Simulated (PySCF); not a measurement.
# C2H7NOSi: NMR shifts at several levels of theory, part 2 of 2

PySCF 2.14.0. Atoms count from 0. The steps go on from the part before.

## 8. NMR shieldings: CAM-B3LYP/pcSseg-2

What the job is given:

```
{"job": {"kind": "nmr", "xc": "CAM-B3LYP", "basis": "pcSseg-2", "pop": false}, "charge": 0, "multiplicity": 1}
C      1.802909     0.580377    -0.051827
C      1.462278    -0.600201     0.475644
O      0.253771    -1.186527     0.455856
Si    -1.128976    -0.692522    -0.385707
N     -1.858063     0.770942     0.129610
H      2.832739     0.928672     0.035461
H      1.092669     1.224185    -0.576341
H      2.204001    -1.213188     1.001645
H     -0.750715    -0.525297    -1.816793
H     -2.065196    -1.814168    -0.131804
H     -1.498147     1.668882    -0.170900
H     -2.308350     0.839549     1.034915
```

With the program's defaults for keys left out, this is: GIAO CAM-B3LYP/pcSseg-2 NMR shielding, non-relativistic, gas phase.

Log:

```text
coarse grid: 10288 points
cycle   1  E = -499.8522566863  dE =  4.855e-01  |g| = 7.374e-01  |ddm| = 2.354e+00
cycle   2  E = -499.8114271505  dE =  4.083e-02  |g| = 9.052e-01  |ddm| = 8.442e-01
cycle   3  E = -499.9505183741  dE = -1.391e-01  |g| = 1.005e-01  |ddm| = 5.117e-01
cycle   4  E = -499.9520289014  dE = -1.511e-03  |g| = 4.647e-02  |ddm| = 7.146e-02
cycle   5  E = -499.9524928896  dE = -4.640e-04  |g| = 1.021e-02  |ddm| = 3.296e-02
cycle   6  E = -499.9525144560  dE = -2.157e-05  |g| = 2.250e-03  |ddm| = 7.402e-03
cycle   7  E = -499.9525156814  dE = -1.225e-06  |g| = 4.493e-04  |ddm| = 2.092e-03
final grid: 94152 points
cycle   8  E = -499.9588829037  dE = -4.087e-05  |g| = 3.761e-03  |ddm| = 1.890e-02
cycle   9  E = -499.9588829606  dE = -5.691e-08  |g| = 3.752e-03  |ddm| = 4.103e-03
cycle  10  E = -499.9588857907  dE = -2.830e-06  |g| = 4.441e-04  |ddm| = 1.940e-03
cycle  11  E = -499.9588858211  dE = -3.040e-08  |g| = 2.150e-04  |ddm| = 3.603e-04
cycle  12  E = -499.9588858302  dE = -9.055e-09  |g| = 6.424e-05  |ddm| = 1.599e-04
cycle  13  E = -499.9588858309  dE = -6.596e-10  |g| = 1.498e-05  |ddm| = 3.589e-05
converged SCF energy = -499.9588858309

GIAO shielding tensors (ppm)
atom      isotropic    diamagn.    paramagn.     s11        s22        s33       span
  0 C       85.529     256.224    -170.695    -14.862    114.885    156.564    171.426
  1 C       16.737     244.285    -227.548   -104.562     52.698    102.074    206.636
  2 O      173.437     394.853    -221.417     99.846    138.418    282.046    182.200
  3 Si     369.437     876.500    -507.063    336.749    381.344    390.218     53.469
  4 N      226.560     321.130     -94.569    203.739    227.348    248.593     44.854
  5 H       27.158      30.321      -3.163     25.679     26.233     29.561      3.883
  6 H       27.139      34.645      -7.507     24.891     25.968     30.556      5.665
  7 H       24.567      28.925      -4.358     21.384     24.947     27.369      5.985
  8 H       26.425      29.823      -3.398     23.638     24.922     30.716      7.078
  9 H       26.692      28.980      -2.287     22.804     25.419     31.854      9.050
 10 H       30.007      33.236      -3.230     23.997     26.756     39.267     15.269
 11 H       30.003      31.697      -1.695     24.270     25.773     39.965     15.695
```

It took 34 s on 1 thread of Arm Neoverse V2, shared host; peak memory 1.3 GiB.

In short: δ C1 165.8, C0 97.0, O2 156.3, Si3 -40.5, H7 6.77, H8 4.78 ppm (means over like atoms).

## 9. NMR shieldings: wB97X-D/pcSseg-2

The job, as its differences from that of step 8:

```diff
@@ -1,2 +1,2 @@
-{"job": {"kind": "nmr", "xc": "CAM-B3LYP", "basis": "pcSseg-2", "pop": false}, "charge": 0, "multiplicity": 1}
+{"job": {"kind": "nmr", "xc": "wB97X-D", "basis": "pcSseg-2", "pop": false}, "charge": 0, "multiplicity": 1}
 C      1.802909     0.580377    -0.051827
```

With the program's defaults for keys left out, this is: GIAO wB97X-D/pcSseg-2 NMR shielding, non-relativistic, gas phase.

Log:

```text
coarse grid: 10288 points
cycle   1  E = -499.8616039351  dE =  4.894e-01  |g| = 7.211e-01  |ddm| = 2.363e+00
cycle   2  E = -499.8522468505  dE =  9.357e-03  |g| = 7.978e-01  |ddm| = 7.234e-01
cycle   3  E = -499.9579882765  dE = -1.057e-01  |g| = 8.882e-02  |ddm| = 4.071e-01
cycle   4  E = -499.9592396480  dE = -1.251e-03  |g| = 4.212e-02  |ddm| = 6.538e-02
cycle   5  E = -499.9596336352  dE = -3.940e-04  |g| = 9.022e-03  |ddm| = 3.190e-02
cycle   6  E = -499.9596526580  dE = -1.902e-05  |g| = 2.020e-03  |ddm| = 7.911e-03
cycle   7  E = -499.9596538931  dE = -1.235e-06  |g| = 5.208e-04  |ddm| = 2.672e-03
final grid: 94152 points
cycle   8  E = -499.9650930795  dE = -1.441e-04  |g| = 7.241e-03  |ddm| = 3.699e-02
cycle   9  E = -499.9650944802  dE = -1.401e-06  |g| = 7.028e-03  |ddm| = 7.330e-03
cycle  10  E = -499.9651036545  dE = -9.174e-06  |g| = 5.034e-04  |ddm| = 3.175e-03
cycle  11  E = -499.9651037088  dE = -5.440e-08  |g| = 2.912e-04  |ddm| = 6.034e-04
cycle  12  E = -499.9651037278  dE = -1.894e-08  |g| = 5.651e-05  |ddm| = 2.186e-04
cycle  13  E = -499.9651037286  dE = -7.766e-10  |g| = 3.306e-05  |ddm| = 6.454e-05
cycle  14  E = -499.9651037289  dE = -2.889e-10  |g| = 8.278e-06  |ddm| = 3.615e-05
converged SCF energy = -499.9651037289

GIAO shielding tensors (ppm)
atom      isotropic    diamagn.    paramagn.     s11        s22        s33       span
  0 C       88.032     258.081    -170.049    -10.896    116.785    158.207    169.103
  1 C       20.553     246.699    -226.146    -98.582     55.769    104.473    203.056
  2 O      175.713     394.548    -218.835    103.570    139.037    284.532    180.962
  3 Si     378.378     877.197    -498.819    345.255    390.952    398.928     53.673
  4 N      227.719     322.002     -94.283    205.781    228.648    248.727     42.946
  5 H       27.153      30.012      -2.859     25.678     26.211     29.570      3.892
  6 H       27.142      34.960      -7.818     24.887     25.966     30.573      5.686
  7 H       24.625      28.656      -4.031     21.483     25.040     27.352      5.869
  8 H       26.428      30.106      -3.678     23.617     24.921     30.746      7.129
  9 H       26.695      29.052      -2.357     22.816     25.404     31.864      9.048
 10 H       30.008      33.165      -3.156     23.957     26.749     39.319     15.362
 11 H       30.021      31.556      -1.535     24.239     25.771     40.053     15.814
```

Wall time 34 s (1 thread of Arm Neoverse V2, shared host); peak memory 1.2 GiB.

Key values: δ C1 163.9, C0 96.4, O2 151.1, Si3 -37.7, H7 6.73, H8 4.79 ppm (means over like atoms).

## 10. Shielding tensors: LC-wPBE/pcSseg-2

The job, as its differences from that of step 9:

```diff
@@ -1,2 +1,2 @@
-{"job": {"kind": "nmr", "xc": "wB97X-D", "basis": "pcSseg-2", "pop": false}, "charge": 0, "multiplicity": 1}
+{"job": {"kind": "nmr", "xc": "LC-wPBE", "basis": "pcSseg-2", "pop": false}, "charge": 0, "multiplicity": 1}
 C      1.802909     0.580377    -0.051827
```

Method: GIAO LC-wPBE/pcSseg-2 NMR shielding, non-relativistic, gas phase.

Log:

```text
coarse grid: 10288 points
cycle   1  E = -499.7208835760  dE =  5.204e-01  |g| = 7.041e-01  |ddm| = 2.357e+00
cycle   2  E = -499.7322531931  dE = -1.137e-02  |g| = 7.163e-01  |ddm| = 6.330e-01
cycle   3  E = -499.8137482267  dE = -8.150e-02  |g| = 8.101e-02  |ddm| = 3.390e-01
cycle   4  E = -499.8148296181  dE = -1.081e-03  |g| = 3.910e-02  |ddm| = 6.336e-02
cycle   5  E = -499.8151682686  dE = -3.387e-04  |g| = 8.759e-03  |ddm| = 3.033e-02
cycle   6  E = -499.8151863655  dE = -1.810e-05  |g| = 1.660e-03  |ddm| = 7.940e-03
cycle   7  E = -499.8151872832  dE = -9.177e-07  |g| = 4.934e-04  |ddm| = 2.500e-03
final grid: 94152 points
cycle   8  E = -499.8192217592  dE = -9.988e-05  |g| = 6.949e-03  |ddm| = 2.781e-02
cycle   9  E = -499.8192247798  dE = -3.021e-06  |g| = 5.668e-03  |ddm| = 5.259e-03
cycle  10  E = -499.8192295485  dE = -4.769e-06  |g| = 8.457e-04  |ddm| = 2.566e-03
cycle  11  E = -499.8192296497  dE = -1.012e-07  |g| = 3.056e-04  |ddm| = 5.426e-04
cycle  12  E = -499.8192296684  dE = -1.871e-08  |g| = 1.164e-04  |ddm| = 2.551e-04
cycle  13  E = -499.8192296713  dE = -2.831e-09  |g| = 2.109e-05  |ddm| = 8.068e-05
cycle  14  E = -499.8192296716  dE = -3.220e-10  |g| = 8.438e-06  |ddm| = 5.437e-05
converged SCF energy = -499.8192296716

GIAO shielding tensors (ppm)
atom      isotropic    diamagn.    paramagn.     s11        s22        s33       span
  0 C       87.654     257.220    -169.567    -17.435    117.616    162.779    180.214
  1 C       19.959     245.645    -225.686   -106.361     57.236    109.003    215.365
  2 O      189.030     393.715    -204.685    119.593    152.714    294.784    175.191
  3 Si     378.158     876.806    -498.649    343.273    390.348    400.851     57.578
  4 N      233.064     321.760     -88.696    211.723    234.306    253.162     41.439
  5 H       26.997      30.169      -3.172     25.532     26.030     29.430      3.898
  6 H       27.027      34.742      -7.714     24.707     25.801     30.574      5.867
  7 H       24.555      28.812      -4.256     21.382     24.892     27.392      6.010
  8 H       26.427      29.966      -3.539     23.604     24.918     30.758      7.154
  9 H       26.669      29.061      -2.392     22.796     25.367     31.844      9.047
 10 H       29.991      33.104      -3.113     23.818     26.634     39.520     15.703
 11 H       30.012      31.522      -1.510     24.094     25.667     40.275     16.181
```

It took 45 s on 1 thread of Arm Neoverse V2, shared host; peak memory 1.1 GiB.

Key values: δ C1 168.3, C0 100.6, O2 143.6, Si3 -31.5, H7 6.76, H8 4.77 ppm (means over like atoms).

## 11. Shielding tensors: PBE0/STO-3G

The job, as its differences from that of step 10:

```diff
@@ -1,2 +1,2 @@
-{"job": {"kind": "nmr", "xc": "LC-wPBE", "basis": "pcSseg-2", "pop": false}, "charge": 0, "multiplicity": 1}
+{"job": {"kind": "nmr", "xc": "PBE0", "basis": "STO-3G", "pop": true}, "charge": 0, "multiplicity": 1}
 C      1.802909     0.580377    -0.051827
```

Level: GIAO PBE0/STO-3G NMR shielding, non-relativistic, gas phase.

Log:

```text
coarse grid: 10288 points
cycle   1  E = -493.3791395630  dE =  5.544e-01  |g| = 6.144e-01  |ddm| = 4.296e+00
cycle   2  E = -493.3435648005  dE =  3.557e-02  |g| = 7.533e-01  |ddm| = 1.747e+00
cycle   3  E = -493.4951445001  dE = -1.516e-01  |g| = 1.776e-01  |ddm| = 1.036e+00
cycle   4  E = -493.5042803986  dE = -9.136e-03  |g| = 4.857e-02  |ddm| = 2.899e-01
cycle   5  E = -493.5049928540  dE = -7.125e-04  |g| = 1.408e-02  |ddm| = 7.639e-02
cycle   6  E = -493.5050511397  dE = -5.829e-05  |g| = 2.996e-03  |ddm| = 1.957e-02
cycle   7  E = -493.5050540714  dE = -2.932e-06  |g| = 3.534e-04  |ddm| = 4.668e-03
final grid: 94152 points
cycle   8  E = -493.4714934488  dE = -2.758e-06  |g| = 5.628e-03  |ddm| = 1.519e-02
cycle   9  E = -493.4714841033  dE =  9.345e-06  |g| = 7.832e-03  |ddm| = 1.760e-02
cycle  10  E = -493.4715023783  dE = -1.827e-05  |g| = 1.266e-03  |ddm| = 1.137e-02
cycle  11  E = -493.4715028925  dE = -5.142e-07  |g| = 1.558e-04  |ddm| = 1.733e-03
cycle  12  E = -493.4715028999  dE = -7.378e-09  |g| = 1.981e-05  |ddm| = 2.181e-04
cycle  13  E = -493.4715029000  dE = -1.271e-10  |g| = 8.488e-06  |ddm| = 4.248e-05
converged SCF energy = -493.4715029000

GIAO shielding tensors (ppm)
atom      isotropic    diamagn.    paramagn.     s11        s22        s33       span
  0 C      149.915     255.309    -105.394     69.857    166.392    213.496    143.639
  1 C      113.291     253.879    -140.588     35.960    131.815    172.098    136.139
  2 O      316.949     377.381     -60.432    148.491    352.762    449.595    301.104
  3 Si     545.016     867.654    -322.639    484.900    559.564    590.583    105.683
  4 N      324.647     312.950      11.697    294.930    306.701    372.311     77.381
  5 H       28.700      30.698      -1.998     26.490     27.078     32.531      6.041
  6 H       29.484      34.758      -5.274     26.877     28.094     33.482      6.605
  7 H       26.736      29.709      -2.973     24.160     27.078     28.970      4.810
  8 H       29.733      32.266      -2.533     26.006     27.169     36.022     10.016
  9 H       29.578      30.691      -1.112     25.132     27.219     36.384     11.252
 10 H       33.501      31.836       1.664     24.719     30.548     45.236     20.518
 11 H       33.472      30.898       2.575     24.761     29.416     46.240     21.479
```

Wall time 2.1 s (1 thread of Arm Neoverse V2, shared host); peak memory 0.4 GiB.

This run: δ C1 121.4, C0 84.8, O2 24.8, Si3 -27.4, H7 5.87, H5 3.91 ppm.

## 12. NMR shieldings: PBE0/6-31G

The job, as its differences from that of step 11:

```diff
@@ -1,2 +1,2 @@
-{"job": {"kind": "nmr", "xc": "PBE0", "basis": "STO-3G", "pop": true}, "charge": 0, "multiplicity": 1}
+{"job": {"kind": "nmr", "xc": "PBE0", "basis": "6-31G", "pop": true}, "charge": 0, "multiplicity": 1}
 C      1.802909     0.580377    -0.051827
```

Level: GIAO PBE0/6-31G NMR shielding, non-relativistic, gas phase.

Log:

```text
coarse grid: 10288 points
cycle   1  E = -499.3810177379  dE =  5.871e-01  |g| = 6.773e-01  |ddm| = 3.138e+00
cycle   2  E = -499.2878814662  dE =  9.314e-02  |g| = 9.734e-01  |ddm| = 1.455e+00
cycle   3  E = -499.4753420295  dE = -1.875e-01  |g| = 1.183e-01  |ddm| = 9.205e-01
cycle   4  E = -499.4781461934  dE = -2.804e-03  |g| = 4.518e-02  |ddm| = 1.466e-01
cycle   5  E = -499.4786269738  dE = -4.808e-04  |g| = 1.236e-02  |ddm| = 5.135e-02
cycle   6  E = -499.4786693420  dE = -4.237e-05  |g| = 1.481e-03  |ddm| = 1.368e-02
cycle   7  E = -499.4786698930  dE = -5.509e-07  |g| = 7.399e-04  |ddm| = 2.393e-03
final grid: 94152 points
cycle   8  E = -499.4261635920  dE = -2.571e-06  |g| = 9.385e-03  |ddm| = 1.526e-02
cycle   9  E = -499.4261376874  dE =  2.590e-05  |g| = 1.467e-02  |ddm| = 1.858e-02
cycle  10  E = -499.4261821006  dE = -4.441e-05  |g| = 1.609e-03  |ddm| = 1.242e-02
cycle  11  E = -499.4261827364  dE = -6.359e-07  |g| = 2.683e-04  |ddm| = 1.779e-03
cycle  12  E = -499.4261827543  dE = -1.785e-08  |g| = 6.421e-05  |ddm| = 2.881e-04
cycle  13  E = -499.4261827554  dE = -1.129e-09  |g| = 1.418e-05  |ddm| = 8.930e-05
cycle  14  E = -499.4261827555  dE = -6.219e-11  |g| = 4.675e-06  |ddm| = 2.379e-05
converged SCF energy = -499.4261827555

GIAO shielding tensors (ppm)
atom      isotropic    diamagn.    paramagn.     s11        s22        s33       span
  0 C      109.502     259.152    -149.650     24.674    131.340    172.492    147.818
  1 C       53.467     246.222    -192.755    -47.279     78.769    128.912    176.191
  2 O      197.207     406.192    -208.985    128.527    146.527    316.568    188.040
  3 Si     451.956     879.992    -428.036    416.374    457.995    481.500     65.126
  4 N      241.848     328.587     -86.740    226.956    243.992    254.595     27.639
  5 H       28.440      29.237      -0.796     26.813     27.277     31.231      4.418
  6 H       28.471      33.406      -4.935     25.974     27.093     32.347      6.374
  7 H       25.678      27.832      -2.154     22.205     26.937     27.892      5.687
  8 H       27.394      29.887      -2.493     23.647     25.605     32.929      9.282
  9 H       27.560      29.988      -2.428     22.688     26.046     33.946     11.258
 10 H       31.997      32.271      -0.274     24.728     28.604     42.660     17.932
 11 H       31.894      31.386       0.509     24.958     27.384     43.341     18.383
```

Wall time 4.3 s (1 thread of Arm Neoverse V2, shared host); peak memory 0.42 GiB.

Key values: δ C1 146.1, C0 90.0, O2 121.3, Si3 -7.2, H7 6.93, H8 5.14 ppm (means over like atoms).

## 13. Comparing the runs: NMR shifts

Shifts (ppm) of some atoms, chosen among heavy atoms and hydrogens apart, means over like atoms, with basis size and wall time:

| run | C1 | C0 | H8 | H10 | O2 | Si3 | N4 | functions | time |
| --- | --- | --- | --- | --- | --- | --- | --- | --- | --- |
| PBE0/pcSseg-2 | 162.4 | 95.5 | 4.87 | 1.33 | 160.5 | -37.1 | 34.9 | 285 | 25 s |
| mPW1PW91/pcSseg-2 | 162.4 | 95.7 | 4.83 | 1.32 | 158.9 | -37.8 | 34.2 | 285 | 26 s |
| WP04/pcSseg-2 | 160.9 | 96.0 | 4.16 | 1.23 | 144.4 | -49.2 | 25.8 | 285 | 26 s |
| B97-2/pcSseg-2 | 159.1 | 93.2 | 4.76 | 1.29 | 155.4 | -39.2 | 32.5 | 285 | 25 s |
| BHandHLYP/pcSseg-2 | 163.6 | 95.9 | 4.59 | 1.34 | 143.1 | -41.6 | 30.5 | 285 | 24 s |
| CAM-B3LYP/pcSseg-2 | 165.8 | 97.0 | 4.78 | 1.33 | 156.3 | -40.5 | 35.3 | 285 | 34 s |
| wB97X-D/pcSseg-2 | 163.9 | 96.4 | 4.79 | 1.34 | 151.1 | -37.7 | 32.3 | 285 | 34 s |
| LC-wPBE/pcSseg-2 | 168.3 | 100.6 | 4.77 | 1.32 | 143.6 | -31.5 | 31.0 | 285 | 45 s |
| PBE0/STO-3G | 121.4 | 84.8 | 2.95 | -0.88 | 24.8 | -27.4 | -29.9 | 36 | 2.1 s |
| PBE0/6-31G | 146.1 | 90.0 | 5.14 | 0.67 | 121.3 | -7.2 | 18.8 | 63 | 4.3 s |

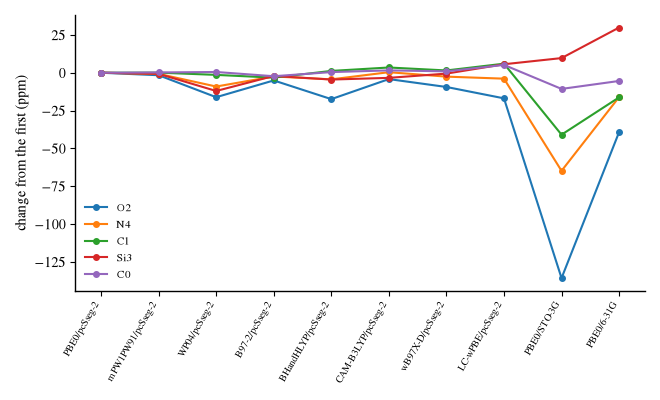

How five of the tabulated atoms move from run to run.

## 14. Outcome

This closing draws on all 2 parts.

| quantity | value |
| --- | --- |
| point group | C1 |
| rotational constants (main isotopes) | 7.30, 2.66, 2.18 GHz |
| 13C shifts against TMS (PBE0/pcSseg-2) | 162.4, 95.5 ppm |
| 1H shifts against TMS (PBE0/pcSseg-2, means over atoms taken as alike) | 6.74, 4.87, 4.20, 4.18, 1.33 ppm |
| 17O shifts against H2O (PBE0/pcSseg-2) | 160.5 ppm |
| 29Si shifts against TMS (PBE0/pcSseg-2) | -37.1 ppm |
| 15N shifts against NH3 (PBE0/pcSseg-2) | 34.9 ppm |
| range of the shift of O2 | 24.8 to 160.5 ppm |
| property runs in this session | 10, of which 0 failed and 1 gave unsound results |

What this shows: Single values in the summary come from the first run of each kind that ended normally (PBE0/pcSseg-2), which need not be the best level. Over 19 steps the energy fell by 0.407 eV; of the close pairs, O2–Si3 changed most, 1.584 to 1.692 Å. No frequency check was run at this level, so the end point may be a saddle. C1 (alkene carbon bearing oxygen) lies farthest downfield among carbon, at 162.4 ppm; an sp2 carbon further deshielded by the attached heteroatom. The most deshielded hydrogen is H7 (hydrogen on an alkene carbon bearing oxygen), at 6.74 ppm: olefinic region. At PBE0/pcSseg-2: The largest span, 197 ppm, is at C1, where the paramagnetic term is -225 ppm. In ppm, O2 moves most: its shift spreads over 135.8 ppm, from 24.8 (PBE0/STO-3G) to 160.5 (PBE0/pcSseg-2). A minimal basis is unusable for shieldings, so that end is no result.
